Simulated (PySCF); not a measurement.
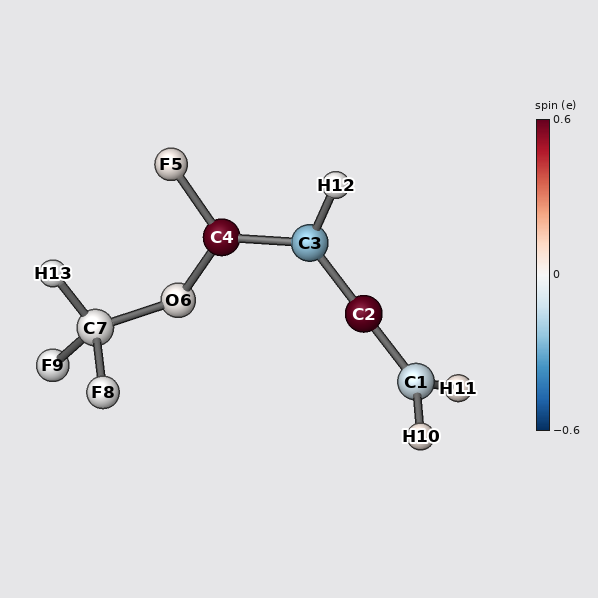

Atoms are coloured by their Mulliken spin populations. State: neutral, doublet. The geometry was computed by an optimisation with GFN2-xTB. No frequency run is at hand to confirm it as a minimum. Properties computed with UKS B3LYP, pcH-1 on C F H O, non-relativistic (PySCF 2.14.0).

List the Mulliken spin populations.

| atom | value (e) |
| --- | --- |
| C1 | −0.12 |
| C2 | 0.60 |
| C3 | −0.24 |
| C4 | 0.59 |
| F5 | 0.03 |
| O6 | 0.02 |
| C7 | 0.01 |
| F8 | 0.00 |
| F9 | 0.00 |
| H10 | 0.05 |
| H11 | 0.05 |
| H12 | 0.01 |
| H13 | 0.00 |

Mulliken values depend strongly on the basis set.
